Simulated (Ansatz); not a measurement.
The starting structures come from a database of crystals and need not be the phases stable at ambient conditions.

 Where the default PAW files enter, the runs use the earlier of Ansatz's two default sets.

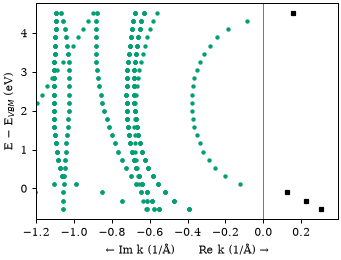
*Complex bands at the centre of the two-dimensional zone; r2SCAN run with Ansatz (a first-principles code)*

The gap is the functional's own, uncorrected, and κ follows it; spin-orbit coupling is left out. Mid-gap values are interpolated between the computed energies.

### Question
This is Y(HO)3 (P6_3/m, not sure to be the ambient phase, 14 atoms a cell, 8.9 Å³ an atom, -4 GPa at this level) along the normal of (001). Read off the slowest decay at the centre of the two-dimensional zone at 2.21 eV, the computed energy nearest the middle of the gap.

### Answer
κ ≈ 0.38 1/Å, a decay length 1/(2κ) of the density of 1.3 Å.
